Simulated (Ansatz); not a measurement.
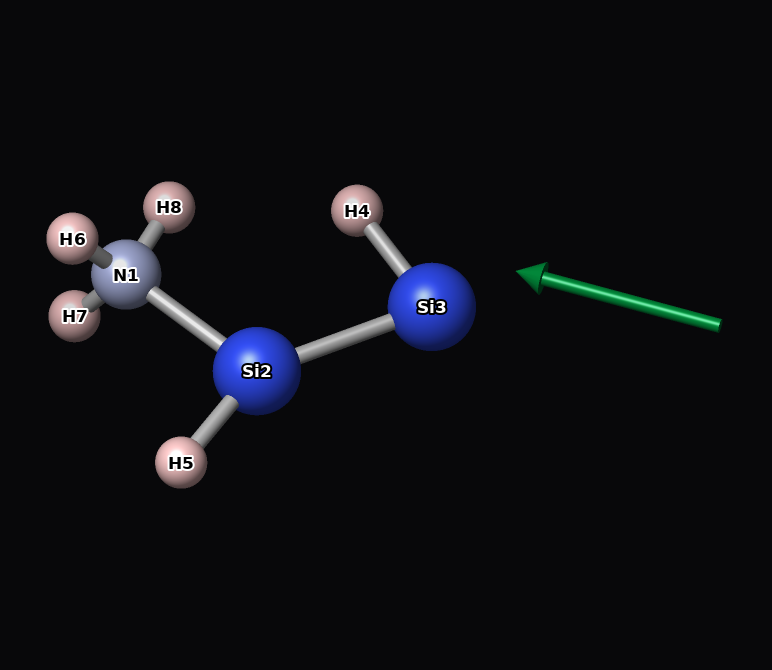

The arrow beside the molecule shows the direction of the dipole moment, from the negative to the positive end (its length means nothing). The geometry was computed by an optimisation with PBE-D4/def2-SVP. No frequency run is at hand to confirm it as a minimum. Method: RKS PBE-D4/def2-SVP (Ansatz 0.2.0).

Question: Estimate the dipole moment.

Answer: 7.35 D; it points from the side of Si3 to the side of H6, H7 (the outermost atoms at the two ends).
